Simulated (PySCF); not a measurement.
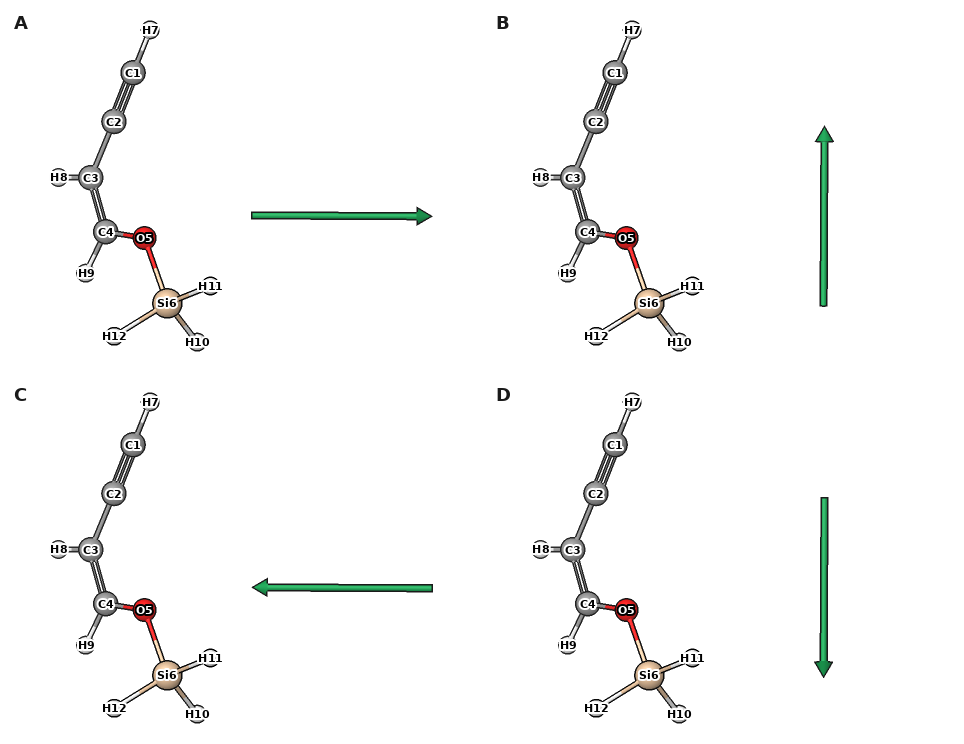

The same molecule four times, each with an arrow. The geometry was computed by an optimisation with PBE0-D3(BJ)/def2-SVP. No frequency run is at hand to confirm it as a minimum. Level of theory: CAM-B3LYP/def2-SVPD, gas phase (PySCF 2.14.0).

Question: Which arrow points along the dipole moment, from the negative to the positive end?

Answer: D. The dipole moment is 1.99 D; it points from the side of H7 to the side of H10, H12 (the outermost atoms at the two ends).
